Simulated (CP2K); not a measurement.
# C2H5Ga (GaH2(vinyl)), run twice

Wanted: energy and forces of C2H5Ga (GaH2(vinyl)), PM6.

The results are computed with CP2K 2026.2.

1 further run of the same task is left out (set aside as unsound or not needed).

**1. Starting point**

The species is C2H5Ga (8 atoms), meant as a singlet with charge 0. As SMILES, `[H][Ga]([H])[CH]=C`. The shape comes from GFN2-xTB, which is rough for such elements, and wasn't checked as a minimum.

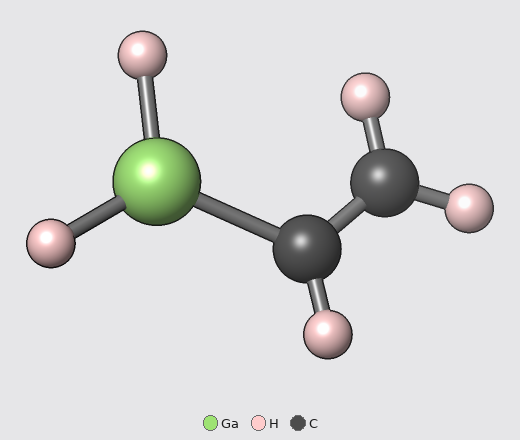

The structure, seen from a chosen angle (gallium green, hydrogen pink, carbon dark grey).

**2. The input as first written**

Input file molecule.xyz:

```xyz
8

Ga     0.868700     1.147760    -0.366820
H      2.090380     1.610750    -1.261480
H      0.216720     2.238380     0.573760
C      0.079020    -0.697310    -0.319480
C     -0.935860    -0.882370     0.519840
H      0.429790    -1.531030    -0.926540
H     -1.296920    -0.060840     1.133910
H     -1.451840    -1.825340     0.646820
```

Input file calc.inp:

```
&global
    project calc
    run_type ENERGY_FORCE
    print_level MEDIUM
&end
&force_eval
    method QS
    &dft
        charge -4
        &qs
            method PM6
            eps_default 1.0E-10
            &se
                &coulomb
                    cutoff [angstrom] 50
                    rc_range [angstrom] 0
                &end
                &exchange
                    cutoff [angstrom] 50
                    rc_range [angstrom] 0
                &end
            &end
        &end
        &poisson
            periodic NONE
            poisson_solver ANALYTIC
        &end
        # self-consistent field
        &scf
            scf_guess ATOMIC
            eps_scf 1.0E-07
            max_scf 42
            &ot
                minimizer DIIS
                preconditioner FULL_SINGLE_INVERSE
            &end
            &outer_scf
                eps_scf 1.0E-07
                max_scf 2
            &end
        &end
        # extra output
        &print
            &moments
                periodic F
                reference COM
                max_moment 1
            &end
            &mo_cubes
                nlumo 5
                nhomo -1
                write_cube F
            &end
            &hirshfeld OFF
            &end
        &end
    &end
    &subsys
        &cell
            abc 13.5 14.1 12.4
            periodic NONE
        &end
        &topology
            coord_file_name molecule.xyz
            coord_file_format XYZ
            &center_coordinates
            &end
        &end
    &end
    # extra output
    &print
        &forces ON
        &end
    &end
&end
```

On the command line:

```
OMP_NUM_THREADS=1 cp2k.psmp calc.inp > calc.out
```

The log of the run:

```text
CP2K| version string:                                       CP2K version 2026.2
[...]
 GLOBAL| Method name                                                        CP2K
[...]
 GLOBAL| Run type                                                   ENERGY_FORCE
[...]
                             - Atoms:                                          8
[...]
                             - Spherical basis functions:                     17
[...]
 Number of electrons:                                                         20
[...]
     1 OT DIIS     0.80E-01    0.0     0.15446284        -8.4856063311 -8.49E+00
[...]
    39 OT DIIS     0.80E-01    0.0     0.00000008       -12.3671624598 -2.00E-12
  *** SCF run converged in    39 steps ***
  Core-core repulsion energy [eV]:                            675.37012141193179
  Core Hamiltonian energy [eV]:                              -661.03479446609617
  Two-electron integral energy [eV]:                         -701.72586371108798
  Electronic energy [eV]:                                   -1011.89772632164022
  Total energy [eV]:                                         -336.52760490970837
  Atomic reference energy [eV]:                               372.77834446559842
  Heat of formation [kcal/mol]:                               835.96197970342769
[...]
 SE_DIPOLE| Moment [Debye]         -4.76519721      -7.69016632       1.49233637
 SE_DIPOLE| Derivative [a.u.]       0.00000000       0.00000000       0.00000000
 *** WARNING in qs_scf_post_se.F:140 :: Printing of MO cube files not ***
 *** implemented for Semi-Empirical method.                           ***
 ENERGY| Total FORCE_EVAL ( QS ) energy [hartree]            -12.367162459789167
 FORCES| Atomic forces [hartree/bohr]
 FORCES|   Atom     x               y               z               |f|
 FORCES|      1  5.86815813E-02  1.00941565E-01 -1.65619006E-02   1.17928046E-01
 FORCES|      2 -3.01981602E-02 -1.27715823E-02  2.17984771E-02   3.93727799E-02
 FORCES|      3  1.72513979E-02 -3.38469376E-02 -2.65957154E-02   4.63741091E-02
 FORCES|      4  1.02524945E-01 -6.55411023E-03 -9.40206560E-02   1.39263077E-01
 FORCES|      5 -1.54772280E-01 -3.79386328E-02  1.24431230E-01   2.02180438E-01
 FORCES|      6  1.00808308E-02  5.59619235E-03 -6.95413954E-03   1.34647902E-02
 FORCES|      7 -1.27028036E-03 -1.42399044E-02 -3.89784378E-03   1.48182885E-02
 FORCES|      8 -2.29803523E-03 -1.18659034E-03  1.80054770E-03   3.15133853E-03
 FORCES| Sum     3.88578059E-16  2.77555756E-16 -8.32667268E-17
 FORCES| Total atomic force                                       4.84730289E-16
[...]
```

Run time: 0.72 s. Hardware: 1 thread of Arm Neoverse V2, shared host.

**3. What went wrong**

It ran to the end. The result can't be trusted all the same.

What is wrong: the charge typed isn't that of the species meant. To mend it: charge 0 in place of -4.

**4. Second attempt**

molecule.xyz is that of step 2.

Input file run.inp:

```
&GLOBAL
 PROJECT_NAME run
 RUN_TYPE ENERGY_FORCE
 PRINT_LEVEL MEDIUM
&END

&FORCE_EVAL
 METHOD QUICKSTEP
 &DFT
  ! Quickstep
  &QS
   METHOD PM6
   EPS_DEFAULT 1.0E-10
   &SE
    &COULOMB
     CUTOFF [angstrom] 50
     RC_RANGE [angstrom] 0
    &END
    &EXCHANGE
     CUTOFF [angstrom] 50
     RC_RANGE [angstrom] 0
    &END
   &END
  &END
  &POISSON
   PERIODIC NONE
   POISSON_SOLVER ANALYTIC
  &END
  &SCF
   SCF_GUESS ATOMIC
   EPS_SCF 1.0E-07
   MAX_SCF 30
   &OT
    MINIMIZER DIIS
    PRECONDITIONER FULL_SINGLE_INVERSE
   &END
   &OUTER_SCF
    EPS_SCF 1.0E-07
    MAX_SCF 5
   &END
  &END
  &PRINT
   &MOMENTS
    PERIODIC F
    REFERENCE COM
    MAX_MOMENT 1
   &END
   &MO_CUBES
    NLUMO 5
    NHOMO -1
    WRITE_CUBE F
   &END
   &HIRSHFELD OFF
   &END
  &END
 &END
 ! atoms, cell and kinds
 &SUBSYS
  &CELL
   ABC 13.5 14.1 12.4
   PERIODIC NONE
  &END
  &TOPOLOGY
   COORD_FILE_NAME molecule.xyz
   COORD_FILE_FORMAT XYZ
   &CENTER_COORDINATES
   &END
  &END
 &END
 ! extra output
 &PRINT
  &FORCES ON
  &END
 &END
&END
```

On the command line:

```
OMP_NUM_THREADS=1 cp2k.psmp run.inp > run.out
```

The log of the run:

```text
CP2K| version string:                                       CP2K version 2026.2
[...]
 GLOBAL| Method name                                                        CP2K
[...]
 GLOBAL| Run type                                                   ENERGY_FORCE
[...]
                             - Atoms:                                          8
[...]
                             - Spherical basis functions:                     17
[...]
 Number of electrons:                                                         16
[...]
     1 OT DIIS     0.80E-01    0.0     0.34397282        -9.7194788410 -9.72E+00
[...]
    17 OT DIIS     0.80E-01    0.0     0.00000004       -13.6474465090 -3.91E-13
  *** SCF run converged in    17 steps ***
  Core-core repulsion energy [eV]:                            675.37012141193179
  Core Hamiltonian energy [eV]:                              -571.90308974005563
  Two-electron integral energy [eV]:                         -949.66587458025572
  Electronic energy [eV]:                                   -1046.73602703018355
  Total energy [eV]:                                         -371.36590561825165
  Atomic reference energy [eV]:                               372.77834446559842
  Heat of formation [kcal/mol]:                                32.57161617951493
[...]
 SE_DIPOLE| Moment [Debye]          0.19441292      -0.00330718      -0.18089201
 SE_DIPOLE| Derivative [a.u.]       0.00000000       0.00000000       0.00000000
 *** WARNING in qs_scf_post_se.F:140 :: Printing of MO cube files not ***
 *** implemented for Semi-Empirical method.                           ***
 ENERGY| Total FORCE_EVAL ( QS ) energy [hartree]            -13.647446509001288
 FORCES| Atomic forces [hartree/bohr]
 FORCES|   Atom     x               y               z               |f|
 FORCES|      1  4.59086998E-03  7.77148432E-03 -1.29086876E-03   9.11802598E-03
 FORCES|      2 -2.50275523E-02 -1.53460139E-02  1.62783046E-02   3.35687610E-02
 FORCES|      3  1.03788757E-02 -2.39696750E-02 -1.72785064E-02   3.13179368E-02
 FORCES|      4  8.62012233E-03  2.08169540E-02 -1.72176814E-04   2.25317937E-02
 FORCES|      5  3.10885538E-03  9.77321222E-03  8.49331541E-04   1.02908709E-02
 FORCES|      6  6.30708502E-03  6.00881592E-03 -3.56202921E-03   9.41133584E-03
 FORCES|      7 -7.60862024E-03 -6.33903793E-03  4.43254767E-03   1.08499762E-02
 FORCES|      8 -3.69635875E-04  1.28426043E-03  7.43397412E-04   1.52924662E-03
 FORCES| Sum    -1.97758476E-16  5.55111512E-17  1.24900090E-16
 FORCES| Total atomic force                                       2.40395373E-16
[...]
```

Wall time 0.48 s (1 thread of Arm Neoverse V2, shared host).

**5. Results**

Level: PM6.

```
                                 quantity          value
                             total energy   -13.64745 Eh
                            dipole moment         0.27 D
heat of formation at this unrelaxed shape  32.6 kcal/mol
                 largest force on an atom     1.726 eV/Å
```

The largest force is 1.73 eV/Å: the shape isn't a stationary point for this species at this level.
